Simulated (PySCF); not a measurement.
System: C$_{3}$H$_{16}$Si$_{4}$.

The calculation's input:

```
{"job": {"kind": "nmr", "xc": "PBE0", "basis": "pcSseg-1"}, "charge": 0, "multiplicity": 1}
Si     2.413269    -0.927065     0.765430
C      0.973811     0.297760     0.972917
C      0.240778     0.750845    -0.291839
Si     1.294056     1.873188    -1.424373
C     -0.333200    -0.424753    -1.084930
Si    -1.612731    -1.475522    -0.132811
Si    -3.096625    -0.100625     0.983660
H      3.057256    -1.073637     2.075079
H      1.944300    -2.245993     0.333904
H      3.393116    -0.418095    -0.196431
H      0.249194    -0.154138     1.659493
H      1.353946     1.186157     1.485793
H     -0.613492     1.362706     0.040412
H      1.969887     2.893744    -0.620913
H      2.278288     1.087103    -2.168952
H      0.388099     2.521463    -2.377442
H     -0.821343    -0.032594    -1.982119
H      0.484675    -1.057068    -1.436754
H     -0.913861    -2.408482     0.766012
H     -2.267994    -2.334394    -1.133762
H     -4.338348    -0.793029     1.336257
H     -3.491302     1.074777     0.198118
H     -2.556530     0.424636     2.243329
```

Command:

```sh
OMP_NUM_THREADS=1 python probes_run.py task.json out
```

Geometry: GFN2-xTB.

Computed with PySCF 2.14.0, PBE0/pcSseg-1, SCF density, gas phase, non-relativistic.

What will maps of the electron density and electron localisation function show?

C–C (1.53 Å): the density is about 1.6 e/Å³ at the midpoint; the ELF peaks at about 0.95 between the atoms; localised, covalent bonding.
C–Si (1.91 Å): ρ at the midpoint is about 0.92 e/Å³; the ELF peaks at about 0.95 between the atoms (localised, covalent bonding).
Si–H (1.46 Å): ρ is about 0.8 e/Å³ halfway; the ELF climbs to about 1 towards the hydrogen, as it does in any bond to H.

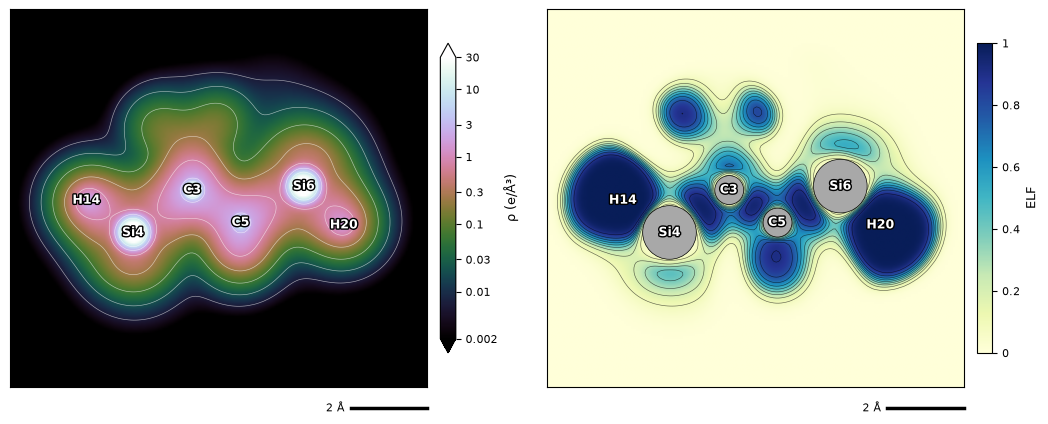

Computed electron density and electron localisation function on the plane of atoms C3, Si4 and H14, in this order. Grey discs cover the atomic cores in the ELF map. 
